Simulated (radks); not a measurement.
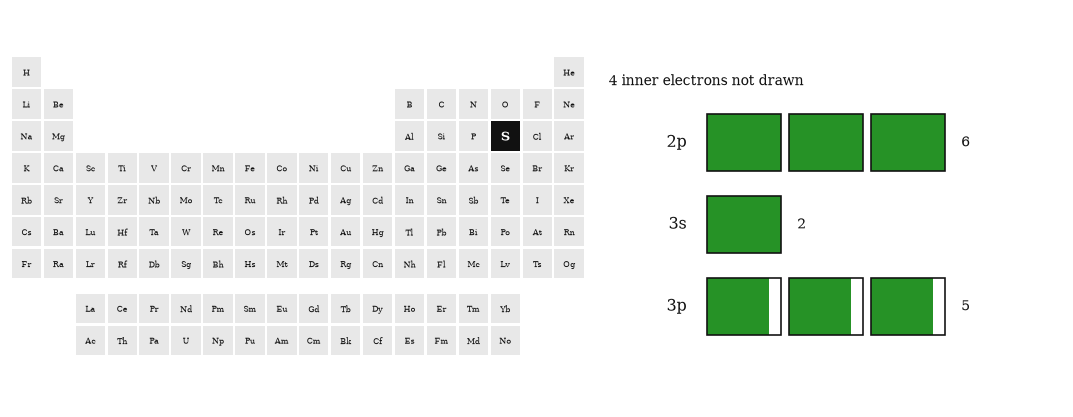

Figure 1. Left, the place of sulfur in the periodic table; right, the outer shells as the input fills them: a box for each of the 2l + 1 orbitals, shaded by the share of the shell that is filled, with the electron count at the right.

**Run report: S⁻, atomic calculation**

System: S⁻ (Z = 16, 17 electrons) in the configuration [Ne] 3s2 3p5 (high spin). A Watson sphere of charge 1 and radius 2.63 bohr holds the anion.
Method: non-relativistic Kohn-Sham, PBEsol, spin-polarised, spherical densities, point nucleus (the in-house radial solver radks).

The input:
```
Z 16
configuration [Ne] 3s2 3p5
relativity non-relativistic
functional pbe_sol,pbe_sol
spin polarised
nucleus point
watson charge 1 radius 2.63 bohr
response adiabatic LDA kernel
```

Energies in input and log are in hartree, lengths in bohr.

Launched within a batch (the task file carries these settings):
```bash
python <driver script> task.json out
```

Log:
```
1s      1   1.0000         -87.87848337
2s      1   1.0000          -7.64908641
2p      1   3.0000          -5.67676028
3s      1   1.0000          -0.62575003
3p      1   3.0000          -0.26788466
1s      2   1.0000         -87.87398535
2s      2   1.0000          -7.64466564
2p      2   3.0000          -5.67066921
3s      2   1.0000          -0.59620015
3p      2   2.0000          -0.24143208
Etot -403.7190376891562
Ekin 397.2174882134932
Encl -959.6314973774431
Eh 183.7860237320191
Exc -25.091052257225375
err 3.567391408017348e-10
it 14
```

Slater integrals of the outer shells (hartree):

| integral | value |
| --- | --- |
| F0(3p,3p) | 0.4244 |
| F2(3p,3p) | 0.2094 |
| F0(3p,3s) | 0.4649 |
| G1(3p,3s) | 0.2995 |
| F0(3p,2p) | 0.5878 |
| F2(3p,2p) | 0.0857 |
| G0(3p,2p) | 0.0330 |
| G2(3p,2p) | 0.0325 |
| F0(3s,3s) | 0.5183 |
| F0(3s,2p) | 0.6954 |
| G1(3s,2p) | 0.0471 |
| F0(2p,2p) | 2.0684 |
| F2(2p,2p) | 0.9566 |

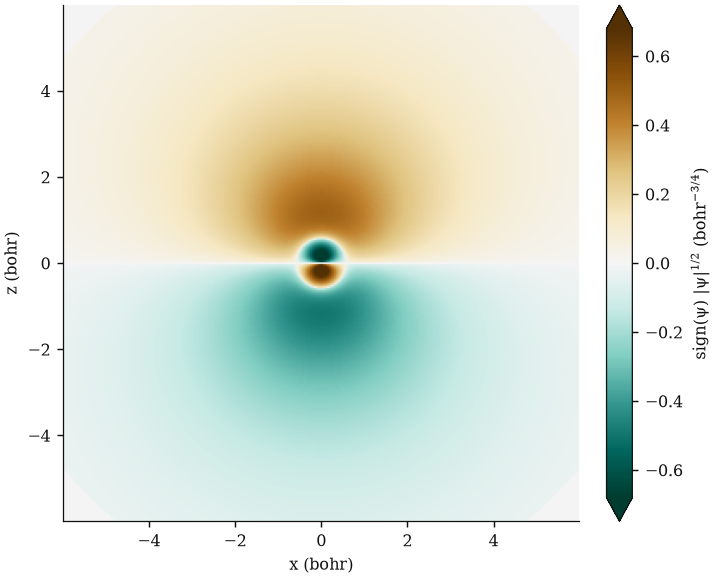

Figure 2. One occupied orbital of down spin is shown. In the xz plane through the nucleus, the colour gives the signed square root of ψ. The radial function comes from the spherical calculation and is multiplied by a real spherical harmonic; the overall sign is chosen so that the largest lobe of P(r) is positive. It is 3p(z) of down spin. It has the nodal plane xy and 1 radial node, at r = 0.582 bohr. The outermost maximum of P² lies at 1.67 bohr, ⟨r⟩ = 2.18 bohr, 90 % of the charge lies within 3.46 bohr, and the eigenvalue is −6.57 eV, with 2 electrons in the shell for this spin.

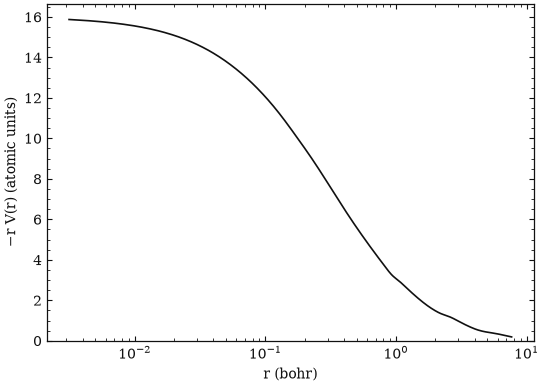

Figure 3. The screened charge −r V(r) of the Kohn-Sham potential of spin up. Close to the nucleus it reaches 15.9, near the nuclear charge 16. It falls through 7.5, midway between the nuclear and the ionic charge, at r = 0.32 bohr, and stands at 0.19 at the end of the plot (r = 7.7 bohr); the net charge is -1.

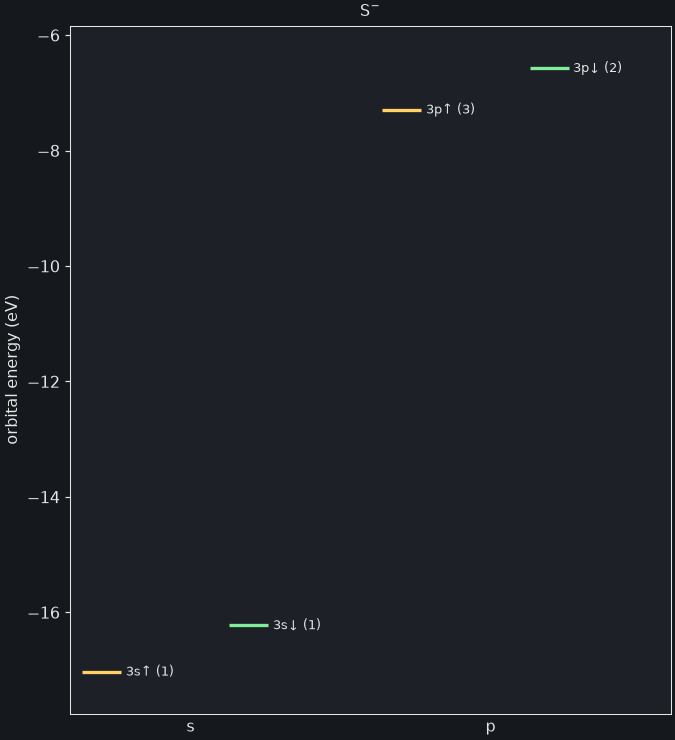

Figure 4. The outer levels are drawn by angular momentum (occupations in brackets, up spins at the left of each column and down spins at the right). The highest occupied level is 3p down at −6.57 eV. From the top down the occupied levels run 3p down (−6.57 eV), 3p up (−7.29 eV), 3s down (−16.2 eV), 3s up (−17.0 eV). The largest exchange splitting (down less up) among the shells drawn in both spins is that of 3s, 0.804 eV.

Key numbers:

| quantity | value |
| --- | --- |
| outcome | converged |
| total energy (with the Watson sphere's term) | −403.719038 hartree |
| kinetic energy | 397.217488 hartree |
| electron–nucleus energy (with the Watson sphere's term) | −959.631497 hartree |
| Hartree energy | 183.786024 hartree |
| exchange–correlation energy | −25.091052 hartree |
| radius at density 0.001 e/bohr³ | 4.29 bohr |
| SCF iterations | 14 |
| hardware | 1 thread of Arm Neoverse V2, 23 GiB of memory available, shared host |

Notes:

The sphere shifts the levels inside it by its charge over its radius, about 10 eV.
